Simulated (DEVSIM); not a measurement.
Device: abrupt Si p-n junction, at 250 K.

```csv
layer (left to right),material,thickness (μm),Nd (cm⁻³),Na (cm⁻³),τn (s),τp (s)
1,Si,2.10,-,5.4e17,2.6e-7,2.6e-7
2,Si,280,6.6e15,-,2.6e-7,2.6e-7
```

Left contact: ohmic. Right contact: ohmic. Voltage is applied to the left contact. Recombination: SRH at mid-gap, radiative. Mobility is μmin + (μ − μmin)/(1 + (N/Nref)^α).

Constants are typed, rounded textbook-type inputs, not results; the design itself was drawn at random and stands for no fabricated device. Values at 300 K; Nc and Nv go as T^1.5, mobilities as T to minus their exponent, the gap by Varshni's rule with the affinity fixed.

```tsv
parameter	Si
gap (eV)	1.124
affinity (eV)	4.05
permittivity	11.7
Nc (cm⁻³)	2.86e19
Nv (cm⁻³)	3.1e19
μn (cm²/Vs)	1417
μp (cm²/Vs)	470
μn,min	52
μp,min	45
Nref,n	9.7e16
Nref,p	2.2e17
αn	0.68
αp	0.72
T exponent of μn	2.3
T exponent of μp	2.2
B (cm³/s)	4.7e-15
Varshni α (eV/K)	0.000473
Varshni β (K)	636
```

Model (solved in DEVSIM): 1D drift-diffusion, Boltzmann statistics, complete ionisation; no tunnelling, impact ionisation, image-force lowering or self-heating.

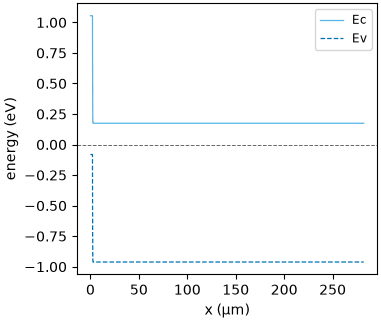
Band edges at zero bias

Energies count from the Fermi level of the right contact; mesh points crowd at the junctions.

```csv
x (μm),Ec (eV),Ev (eV),n (cm⁻³),p (cm⁻³),field (V/cm)
0.000,1.055,-0.081,< 1e2,5.4e17,≈ 0
0.04756,1.055,-0.081,< 1e2,5.4e17,≈ 0
0.1871,1.055,-0.081,< 1e2,5.4e17,≈ 0
0.5723,1.055,-0.081,< 1e2,5.4e17,≈ 0
1.659,1.055,-0.081,< 1e2,5.4e17,≈ 0
1.966,1.055,-0.081,< 1e2,5.4e17,≈ 0
2.071,1.055,-0.081,< 1e2,5.4e17,-270
2.120,0.936,-0.200,< 1e2,2.2e15,-39000
2.209,0.630,-0.506,4200000,1.5e9,-30000
2.477,0.195,-0.941,2.6e15,< 1e2,-3900
3.284,0.175,-0.962,6.6e15,< 1e2,≈ 0
7.115,0.175,-0.962,6.6e15,< 1e2,≈ 0
17.25,0.175,-0.962,6.6e15,< 1e2,≈ 0
47.74,0.175,-0.962,6.6e15,< 1e2,≈ 0
181.1,0.175,-0.962,6.6e15,< 1e2,≈ 0
247.2,0.175,-0.962,6.6e15,< 1e2,≈ 0
270.5,0.175,-0.962,6.6e15,< 1e2,≈ 0
278.3,0.175,-0.962,6.6e15,< 1e2,≈ 0
281.2,0.175,-0.962,6.6e15,< 1e2,≈ 0
281.8,0.175,-0.962,6.6e15,< 1e2,≈ 0
282.0,0.175,-0.962,6.6e15,< 1e2,≈ 0
282.1,0.175,-0.962,6.6e15,< 1e2,≈ 0
```
